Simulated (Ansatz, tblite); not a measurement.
# Al(AsH3)H3 (AlAsH₆): which spin state is lowest

Is the singlet the ground state of Al(AsH3)H3 (AlAsH₆)? Other spin states are computed and compared level by level.

Computed with Ansatz 0.2.0, Gaussian basis. Level: as each input shows.

Plan: triplet, at the geometry of the singlet (GFN1-xTB, GFN2-xTB, PBE0-D4/def2-TZVP, PBE-D4/def2-TZVP, r2SCAN-D4/def2-TZVP); the singlet's energies come from earlier runs.

## (1) The relaxed structure

The singlet was relaxed beforehand with r2SCAN-D4/def2-TZVP.

8 atoms, charge 0, spin multiplicity 1.

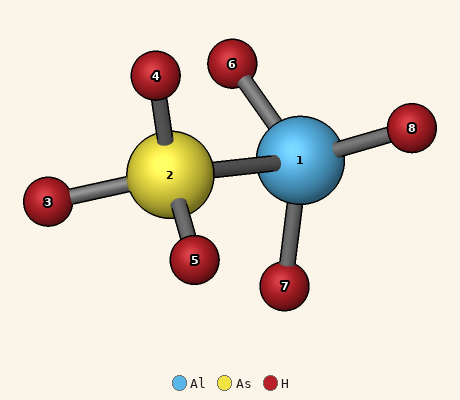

The structure; aluminium blue, arsenic yellow, hydrogen red; atoms are numbered from 1 in the order of the file.

## (2) Triplet at the fixed geometry, GFN1-xTB

Tight binding, by tblite at 300 K electronic temperature and without a spin-polarisation term:

```python
tblite.interface.Calculator('GFN1-xTB', numbers, positions, charge=0, uhf=2).singlepoint()
```

Energy -180.8221 eV; 0.02 s.

## (3) Triplet at the fixed geometry, GFN2-xTB

Tight binding, by tblite at 300 K electronic temperature and without a spin-polarisation term:

```python
tblite.interface.Calculator('GFN2-xTB', numbers, positions, charge=0, uhf=2).singlepoint()
```

Energy -171.0342 eV; 0.012 s.

## (4) Triplet at the fixed geometry, PBE0-D4/def2-TZVP

Contents of in.yaml:

```yaml
crystal:
  periodic: [false, false, false]
  atoms:
    - {symbol: Al, position_ang: [-0.004478, 0.010505, -1.521968]}
    - {symbol: As, position_ang: [0.003582, -0.008741, 1.093666]}
    - {symbol: H, position_ang: [0.735698, 1.067198, 1.853458]}
    - {symbol: H, position_ang: [0.575564, -1.184921, 1.842200]}
    - {symbol: H, position_ang: [-1.294688, 0.079880, 1.853315]}
    - {symbol: H, position_ang: [1.578210, -0.054188, -1.713020]}
    - {symbol: H, position_ang: [-0.739786, 1.416327, -1.692280]}
    - {symbol: H, position_ang: [-0.854102, -1.326062, -1.715362]}
basis:
  gaussian: {orbitals: def2-TZVP}
magnetization: {spin_polarized: true, initial_magnetization: 2}
hamiltonian: {xc: pbe0, dispersion: d4}
scf: {omitted_lower_state_checks: [starts]}
output: {orbitals: {seedname: orbitals}}
```

On the command line:

```sh
$ ansatz run in.yaml --threads 4 --pin off --events-out ev --progress --plain --max-ram 3916MiB
```

The program printed:

```text
Functional definition: PBE0
  name "PBE0"
  cite "Adamo & Barone, J. Chem. Phys. 110, 6158 (1999) doi:10.1063/1.478522"
  cite "Perdew, Burke & Ernzerhof, Phys. Rev. Lett. 77, 3865 (1996) doi:10.1103/PhysRevLett.77.3865"
  parent pbe
  parameter a = 0.25
  parameter kappa = 0.804
  parameter beta = 0.06672455060314922
  exchange = (1 - a)*pbe_x(kappa = kappa, mu = beta*pi^2/3) + a*exact_x
  correlation = pbe_c(beta = beta)
these checks for a lower state are left out or cut short: starts
966 factors; their error is unknown
mean field evaluation 1: about -67515.8040 eV, gradient 1.5e1 eV
mean field evaluation 2: about -67510.3778 eV, gradient 3.1e1 eV
mean field evaluation 4: about -67517.2281 eV, gradient 9.2e0 eV
mean field evaluation 8: about -67518.1917 eV, gradient 1.3e0 eV
mean field evaluation 16: about -67518.5116 eV, gradient 2.7e-1 eV
mean field evaluation 32: about -67518.5122 eV, gradient 5.1e-4 eV
mean field -67518.51223431 eV, -2481.2595589195 hartree, gradient 1.2e-5 eV, S^2 2.008643; 0 other end points of the search recorded, 0 dependent functions left out
reference -67518.51227325 eV, -2481.2595603506 hartree; 27, 25 occupied and 94, 96 virtual orbitals, 966 factors
Total energy: -67518.62495277 eV, -2481.2637012465 hartree
Checks for a lower state left out: starts
```

Run time: 9.5 s. Hardware: 4 threads of Intel Xeon at 2.50GHz, shared host.

Report: HOMO -2.27 eV, LUMO -6.78 eV (over both spins; with the spin held, an empty level of the minority spin lies below the top filled one); ⟨S²⟩ 2.009 (pure: 2.00).

## (5) Triplet at the fixed geometry, PBE-D4/def2-TZVP

start.molden holds the orbitals of an earlier run on this state, given as this run's starting guess.

Edit in.yaml of step 4 so:

```diff
@@ -12,5 +12,5 @@
 basis:
-  gaussian: {orbitals: def2-TZVP}
+  gaussian: {orbitals: def2-TZVP, initial_orbitals: start.molden}
 magnetization: {spin_polarized: true, initial_magnetization: 2}
-hamiltonian: {xc: pbe0, dispersion: d4}
+hamiltonian: {xc: pbe, dispersion: d4}
 scf: {omitted_lower_state_checks: [starts]}
```

Same command.

The program printed:

```text
Functional definition: PBE
  name "PBE"
  cite "Perdew, Burke & Ernzerhof, Phys. Rev. Lett. 77, 3865 (1996) doi:10.1103/PhysRevLett.77.3865"
  parent pbe
  parameter kappa = 0.804
  parameter beta = 0.06672455060314922
  exchange = pbe_x(kappa = kappa, mu = beta*pi^2/3)
  correlation = pbe_c(beta = beta)
these checks for a lower state are left out or cut short: starts
896 factors; their error is unknown
mean field evaluation 1: about -67516.1608 eV, gradient 7.2e0 eV
mean field evaluation 2: about -67516.2779 eV, gradient 3.2e-1 eV
mean field evaluation 4: about -67516.3020 eV, gradient 2.0e-2 eV
mean field evaluation 8: about -67516.2957 eV, gradient 1.3e-5 eV
mean field -67516.29567641 eV, -2481.1781019193 hartree, gradient 1.3e-5 eV, S^2 2.003920; 0 other end points of the search recorded, 0 dependent functions left out
reference -67516.29572699 eV, -2481.1781037779 hartree; 27, 25 occupied and 94, 96 virtual orbitals, 896 factors
Total energy: -67516.42834806 eV, -2481.1829775124 hartree
Checks for a lower state left out: starts
```

Run time: 3.4 s. Hardware: 4 threads of Intel Xeon at 2.50GHz, shared host.

Report: HOMO -1.78 eV, LUMO -7.52 eV (over both spins; with the spin held, an empty level of the minority spin lies below the top filled one); ⟨S²⟩ 2.004 (pure: 2.00).

## (6) Triplet at the fixed geometry, r2SCAN-D4/def2-TZVP

Edit in.yaml of step 5 so:

```diff
@@ -14,3 +14,3 @@
 magnetization: {spin_polarized: true, initial_magnetization: 2}
-hamiltonian: {xc: pbe, dispersion: d4}
+hamiltonian: {xc: r2scan, dispersion: d4}
 scf: {omitted_lower_state_checks: [starts]}
```

Launched as before.

The program printed:

```text
Functional definition: r2SCAN
  name "r2SCAN"
  cite "Furness, Kaplan, Ning, Perdew & Sun, J. Phys. Chem. Lett. 11, 8208 (2020) doi:10.1021/acs.jpclett.0c02405"
  cite "Furness, Kaplan, Ning, Perdew & Sun, J. Phys. Chem. Lett. 11, 9248 (2020) doi:10.1021/acs.jpclett.0c03077"
  parent r2scan
  parameter k0 = 0.174
  parameter k1 = 0.065
  parameter a1 = 4.9479
  exchange = r2scan_x(k0 = k0, k1 = k1, a1 = a1)
  correlation = r2scan_c
these checks for a lower state are left out or cut short: starts
896 factors; their error is unknown
mean field evaluation 1: about -67528.2484 eV, gradient 5.2e0 eV
mean field evaluation 2: about -67528.3007 eV, gradient 1.1e-1 eV
mean field evaluation 4: about -67528.2967 eV, gradient 4.1e-2 eV
mean field evaluation 8: about -67528.2967 eV, gradient 1.9e-5 eV
mean field evaluation 16: about -67528.2967 eV, gradient 1.6e-5 eV
mean field -67528.29668143 eV, -2481.6191307190 hartree, gradient 2.9e-6 eV, S^2 2.011331; 0 other end points of the search recorded, 0 dependent functions left out
reference -67528.29670044 eV, -2481.6191314177 hartree; 27, 25 occupied and 94, 96 virtual orbitals, 896 factors
Total energy: -67528.32790797 eV, -2481.6202782734 hartree
Checks for a lower state left out: starts
```

Wall time 11 s (4 threads of Intel Xeon at 2.50GHz, shared host).

From the report: HOMO -1.80 eV, LUMO -7.45 eV (over both spins; with the spin held, an empty level of the minority spin lies below the top filled one); ⟨S²⟩ 2.011 (pure: 2.00).

## (7) Triplet less singlet, vertical

The singlet's energies are those of its earlier runs, whose logs aren't repeated here.

```tsv
level	triplet less singlet, vertical (eV)	time
GFN1-xTB	+6.339	0.032 s
GFN2-xTB	+5.354	0.019 s
PBE-D4/def2-TZVP	+5.719	5.1 s
r2SCAN-D4/def2-TZVP	+5.984	13 s
PBE0-D4/def2-TZVP	+6.161	12 s
```

Times add the two runs; a level without a time comes out of a correlated run. Tight binding without a spin term can't rank spin states.

## (8) Summary of results

```
                                                quantity                                   value
triplet less singlet, vertical, functionals in def2-TZVP  +5.719 (PBE-D4) to +6.161 eV (PBE0-D4)
```

In words: All functionals put the triplet above the singlet, over a spread of 0.442 eV. The checks for a lower triplet were left out, so another state of that spin may lie lower. These are electronic energies, without zero-point motion, entropy or surroundings.
